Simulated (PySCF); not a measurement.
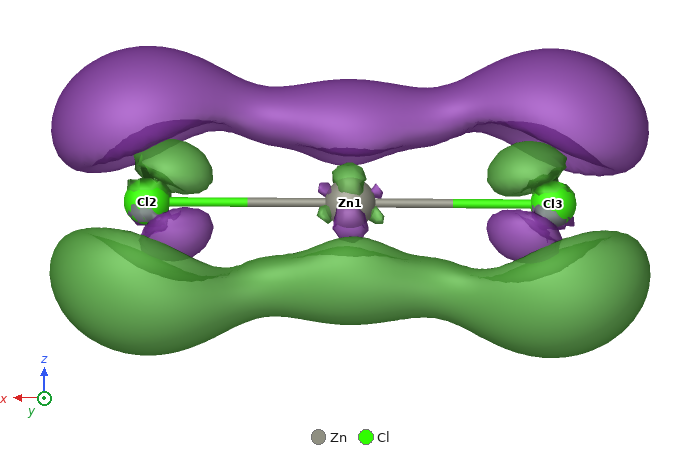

Figure 1: Cl2Zn. Change of the electron density in a uniform field of 0.41 V/Å, surfaces at ±0.003 e/Å³ (purple: gain, green: loss).

Computed with PySCF, TPSS/def2-SVPD, geometry: GFN2-xTB. No frequency check shows the geometry to be a minimum. GFN2-xTB bond lengths at metals and heavier atoms can be off by up to 0.1 Å and shapes distorted, which carries into these values.

Coordinates in Å:

```
Zn1      0.0002    0.0097    0.0000
Cl2      2.1447   -0.0085    0.0000
Cl3     -2.1450   -0.0085    0.0000
```

The field was applied in both directions; the picture shows the one opposite to the script's first.

Question: Along which Cartesian direction does the field point?

Answer: Along −z: electrons gather on the +z side, against the field.

Question: How large is the response?

Answer: The induced dipole is 0.84 D (along the field); α along this axis, from the fields in both directions, is 41 bohr³ (6.1 Å³).
